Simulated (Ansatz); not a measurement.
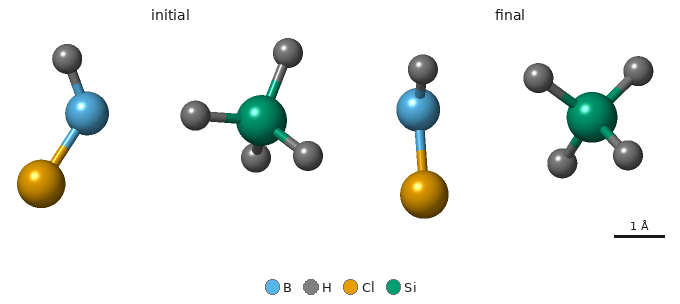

The structure of BSiH5Cl (multiplicity 2) before (left) and after (right) a relaxation, at one scale.

A ball-and-stick model, seen at a tilt.

The run prepares an end point of a later path (reaction) calculation, from a guessed geometry.

These are results of UKS BHLYP-D4/6-31G* in Ansatz, not measurements.

The input:
```yaml
crystal:
  periodic: [false, false, false]
  atoms:
    - { symbol: B, position_ang: [-0.087239, -0.00742, -0.470409] }
    - { symbol: H, position_ang: [0.023252, 0.000395, 1.929183] }
    - { symbol: H, position_ang: [0.974834, 0.001195, -1.000463] }
    - { symbol: Cl, position_ang: [-1.560296, 0.004954, -1.380758] }
    - { symbol: Si, position_ang: [0.019125, 0.000281, 3.400463] }
    - { symbol: H, position_ang: [-0.733533, -1.171607, 3.894719] }
    - { symbol: H, position_ang: [1.40586, -0.063948, 3.90861] }
    - { symbol: H, position_ang: [-0.622303, 1.236151, 3.895855] }
magnetization:
  spin_polarized: true
  initial_magnetization: 1
basis:
  gaussian: { orbitals: "6-31G*" }
hamiltonian:
  xc: { name: BHLYP }
  dispersion: d4
relax:
  f_tol: 0.03
  max_steps: 50
output:
  orbitals: {}
```

Run as
```bash
ansatz run input.yaml --threads 1 --pin off --max-ram 2048MiB --backend cpu --events-out ev --progress --plain --runs-dir out
```

Question: What changed between the two?

Answer: The largest move after the best rigid fit is that of Cl4, 1.02 Å. Largest moves by element: Cl 1.02 Å, H 0.80 Å, B 0.44 Å, Si 0.24 Å. Some distances before and after: H2–Si5 1.471 → 1.478 Å, B1–Cl4 1.732 → 1.727 Å, Si5–H6 1.478 → 1.473 Å. The energy falls by 2.81 kcal/mol in 30 accepted moves (34 points after the start). Largest force component: 0.4 eV/Å at the start, 0.016 eV/Å at the end. The line search rejected the trial steps at points 15, 16, 19, 30 of the run. The forces were under the threshold at step 6, but the run went on from there. Cost: 72 s on 1 thread of Intel(R) Xeon(R) 6975P-C (Granite Rapids), on a shared host, peak memory 0.18 GiB.

Limits of the set-up: the start holds two separate molecules, 2.4 Å apart at their closest, whose relative position is a soft coordinate.
